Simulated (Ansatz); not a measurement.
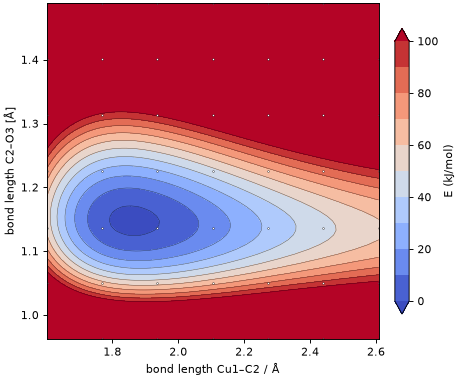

Cu(CO), spin multiplicity 2. First axis: bond length Cu1–C2. Second axis: bond length C2–O3. Nothing is relaxed (all other coordinates rigid). The grid has 7 × 7 points. Points are written as (first, second). All energies are given in kJ/mol relative to the lowest grid point. These are results of UKS r2SCAN-D4/def2-TZVP (Ansatz), not measurements.

In the figure: filled contours, dots at the grid points, one colour for all values above the top of the scale. Between grid points the surface is interpolated.

> Where is the minimum, and how stiff is the well along each coordinate?

The interpolated minimum is at bond length Cu1–C2 ≈ 1.860 Å, bond length C2–O3 ≈ 1.145 Å. The curvatures there are about 11 eV/Å² and 103 eV/Å², with a cross term of about 3 eV/Å². Round the minimum the two coordinates are weakly coupled (coupling 0.08 in units of the two stiffnesses). (1 eV is 96.5 kJ/mol.)
